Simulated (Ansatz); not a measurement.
# One shape, several levels: PH3 (SMILES P)

Wanted: a comparison of 6 runs (UHF/3-21G, wB97M-V/6-31G, CCSDT(Q)/6-31G, CCSD/3-21G, CCSD(T)/6-31G, UCCSD(T)/6-31G) of PH3. 

The calculation is run with Ansatz 0.2.0.

60 further runs of the same task are left out: 2 that didn't finish, 58 set aside as unsound or not needed.

## 1. The system as given

The species is PH3 (4 atoms), meant as a singlet with charge 0. SMILES: `P`. The H4–P1 distance was set to 1.775 Å, away from the relaxed value.

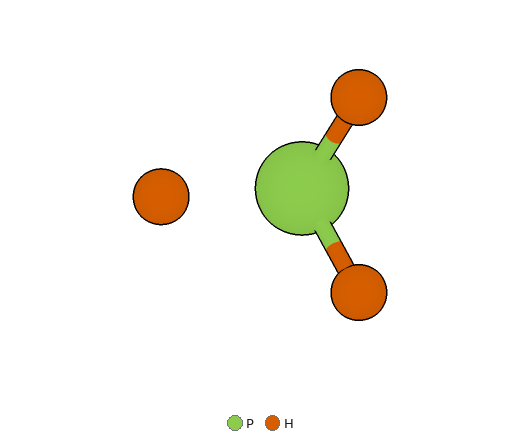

Viewed from a chosen angle; phosphorus green, hydrogen orange.

## 2. The energy at UHF/3-21G (run 1)

Input file molecule.yaml:

```yaml
crystal:
  periodic: [false, false, false]
  atoms:
    - {symbol: P, position_ang: [0.425331, -0.664026, -0.256769]}
    - {symbol: H, position_ang: [0.710231, -0.371526, 1.103031]}
    - {symbol: H, position_ang: [-0.926169, -1.000526, 0.018831]}
    - {symbol: H, position_ang: [0.028700, 1.023500, -0.636900]}
basis:
  gaussian: {orbitals: 3-21G.json}
magnetization: {spin_polarized: true, initial_magnetization: 0}
hamiltonian: {xc: hf}
accuracy: high
```

The basis set 3-21G is read from a file made from the Basis Set Exchange's data (not shown).

Run with:

```console
$ ansatz run molecule.yaml --threads 1 --pin off --max-ram 2610MiB --events-out events.jsonl --progress --plain --runs-dir runs
```

The log of the run:

```text
Warning: RAYON_NUM_THREADS=1 ignored (pool sized by the plan → 1); use --threads N
Functional definition: HF
  name "HF"
  exchange = exact_x
  correlation = 0
370 factors; integrals over basis functions are off by at most 3.8e-9 eV
mean field evaluation 1: about -9269.9663 eV, gradient 5.5e0 eV
mean field evaluation 2: about -9269.9636 eV, gradient 5.5e0 eV
mean field evaluation 4: about -9270.2806 eV, gradient 3.5e-1 eV
mean field evaluation 8: about -9270.2820 eV, gradient 7.6e-7 eV
mean field evaluation 16: about -9269.5156 eV, gradient 3.7e0 eV
mean field evaluation 32: about -9270.2835 eV, gradient 3.5e-1 eV
mean field -9270.28198831 eV, -340.6765794477 hartree, gradient 1.7e-8 eV, S^2 0.000000; 1 other end points of the search recorded, 0 dependent functions left out
reference -9270.28198831 eV, -340.6765794477 hartree; 9, 9 occupied and 10, 10 virtual orbitals, 370 factors
Total energy: -9270.28198831 eV, -340.6765794477 hartree
```

Run time: 0.12 s. Hardware: 1 thread of Arm Neoverse V1, shared host.

## 3. A single-point energy at wB97M-V/6-31G (run 2)

Input file molecule.yaml:

```yaml
basis:
  gaussian:
    orbitals: 6-31G
crystal:
  periodic: [false, false, false]
  atoms:
    - symbol: P
      position_ang: [0.425331, -0.664026, -0.256769]
    - symbol: H
      position_ang: [0.710231, -0.371526, 1.103031]
    - symbol: H
      position_ang: [-0.926169, -1.000526, 0.018831]
    - symbol: H
      position_ang: [0.028700, 1.023500, -0.636900]
hamiltonian:
  xc: {name: wB97M-V}
accuracy: high
```

Run with:

```console
$ ansatz run molecule.yaml --threads 1 --pin off --max-ram 2610MiB --events-out events.jsonl --progress --plain --runs-dir runs
```

The log of the run, cut to the lines that bear on the results:

```text
Warning: RAYON_NUM_THREADS=1 ignored (pool sized by the plan → 1); use --threads N
Functional definition: wB97M-V
  name "wB97M-V"
[...]
  gx(w, u) = 1 - cx + cx01*u + cx10*w
  gss(w, u) = css00 + css04*u^4 + css10*w + css20*w^2 + css43*w^4*u^3
  gos(w, u) = cos00 + cos10*w + (cos20 + cos21*u)*w^2 + (cos60 + cos61*u)*w^6
[...]
      + integral(e_c_pw_mod_opposite_spin*gos(b97_w_opposite, b97_u_opposite)) + vv10(b, c)
407 factors; integrals over basis functions are off by at most 2.6e-9 eV
173 factors; integrals over basis functions are off by at most 1.7e-9 eV
[...]
mean field -9333.98385972 eV, -343.0175800432 hartree, gradient 2.2e-8 eV, S^2 0.000000; 0 other end points of the search recorded, 0 dependent functions left out
reference -9333.98386251 eV, -343.0175801459 hartree; 9, 9 occupied and 10, 10 virtual orbitals, 407 factors
Total energy: -9333.98386251 eV, -343.0175801459 hartree
```

Wall time 8.7 s (1 thread of Arm Neoverse V1, shared host); peak memory 0.2 GiB.

## 4. The energy at CCSDT(Q)/6-31G (run 3)

Input file input.yaml:

```yaml
crystal:
  periodic: [false, false, false]
  atoms:
    - {symbol: P, position_ang: [0.425331, -0.664026, -0.256769]}
    - {symbol: H, position_ang: [0.710231, -0.371526, 1.103031]}
    - {symbol: H, position_ang: [-0.926169, -1.000526, 0.018831]}
    - {symbol: H, position_ang: [0.028700, 1.023500, -0.636900]}
basis:
  gaussian:
    orbitals: 6-31G
scf:
  omitted_lower_state_checks: [cluster_reference, increment]
correlation:
  method: ccsdt_q
  frozen_orbitals: {H: 0, P: 5}
accuracy: high
```

Run with:

```console
$ ansatz run input.yaml --threads 1 --pin off --max-ram 2610MiB --events-out events.jsonl --progress --plain --runs-dir runs
```

The log of the run, cut to the lines that bear on the results:

```text
Warning: RAYON_NUM_THREADS=1 ignored (pool sized by the plan → 1); use --threads N
[... 2 set-up lines as earlier in the session ...]
[...]
407 factors; integrals over basis functions are off by at most 2.6e-9 eV
[...]
mean field -9316.31708298 eV, -342.3683379729 hartree, gradient 3.0e-8 eV, S^2 0.000000; 0 other end points of the search recorded, 0 dependent functions left out
5 core orbitals not correlated: weight in the atoms' cores, before any rotation towards them, 1.000 or more for the frozen orbitals, at most 0.000 for the correlated occupied ones
reference -9316.31708298 eV, -342.3683379729 hartree; 4, 4 occupied and 10, 10 virtual orbitals, 407 factors
second order -1.86866414 eV of doubles, -0.00000000 eV of singles
cycle   1  -2.30781132 eV  change   -4.4e-1 eV  update   6.2e-2
[...]
cycle  20  -2.59028058 eV  change  -4.4e-10 eV  update  2.3e-10
perturbative correction -0.00199410 eV, -0.0000732818 hartree
Total energy: -9318.90935766 eV, -342.4636023105 hartree
Checks for a lower state left out: cluster_reference, increment
```

It took 0.34 s on 1 thread of Arm Neoverse V1, shared host.

Runs 4 to 5 aren't shown in full; the table further down has their settings and results.

## 5. The energy at UCCSD(T)/6-31G (run 6)

Input file job.yaml:

```yaml
crystal:
  periodic: [false, false, false]
  atoms:
    - {symbol: P, position_ang: [0.425331, -0.664026, -0.256769]}
    - {symbol: H, position_ang: [0.710231, -0.371526, 1.103031]}
    - {symbol: H, position_ang: [-0.926169, -1.000526, 0.018831]}
    - {symbol: H, position_ang: [0.028700, 1.023500, -0.636900]}
basis:
  gaussian:
    orbitals: 6-31G
magnetization:
  spin_polarized: true
  initial_magnetization: 0
correlation:
  method: ccsd_t
  frozen_orbitals: {H: 0, P: 5}
accuracy: high
scf:
  omitted_lower_state_checks: [cluster_reference, increment]
```

Run with:

```console
$ ansatz run job.yaml --threads 1 --pin off --max-ram 2610MiB --events-out events.jsonl --progress --plain --runs-dir runs
```

The log of the run, cut to the lines that bear on the results:

```text
Warning: RAYON_NUM_THREADS=1 ignored (pool sized by the plan → 1); use --threads N
[... 2 set-up lines as earlier in the session ...]
[...]
407 factors; integrals over basis functions are off by at most 2.6e-9 eV
[...]
mean field -9316.31708298 eV, -342.3683379729 hartree, gradient 2.1e-8 eV, S^2 0.000000; 2 other end points of the search recorded, 0 dependent functions left out
5 core orbitals not correlated: weight in the atoms' cores, before any rotation towards them, 1.000 or more for the frozen orbitals, at most 0.000 for the correlated occupied ones
reference -9316.31708298 eV, -342.3683379729 hartree; 4, 4 occupied and 10, 10 virtual orbitals, 407 factors
second order -1.86866414 eV of doubles, -0.00000000 eV of singles
cycle   1  -2.30781148 eV  change   -4.4e-1 eV  update   6.1e-2
[...]
cycle  19  -2.55625556 eV  change  -5.2e-10 eV  update  1.7e-10
perturbative correction -0.02737513 eV, -0.0010060175 hartree
Total energy: -9318.90071367 eV, -342.4632846495 hartree
Checks for a lower state left out: cluster_reference, increment
```

Wall time 0.28 s (1 thread of Arm Neoverse V1, shared host).

## 6. The series

```
run           level  frozen core orbitals  energy (Eh)  wall time
  1       UHF/3-21G                     –  -340.676579     0.12 s
  2   wB97M-V/6-31G                     –  -343.017580      8.7 s
  3  CCSDT(Q)/6-31G                     5  -342.463602     0.34 s
  4      CCSD/3-21G                     5  -340.772338     0.14 s
  5   CCSD(T)/6-31G                     5  -342.463285      0.2 s
  6  UCCSD(T)/6-31G                     5  -342.463285     0.28 s
```

## 7. Results

```
                                          quantity          value
                               run 6: total energy  -342.46328 Eh
run 6: correlation energy (5 core orbitals frozen)      -94.9 mEh
                             run 6: (T) correction      -1.01 mEh
                              run 6: T1 diagnostic          0.010
```

All runs together took 9.8 s, the longest 8.7 s.
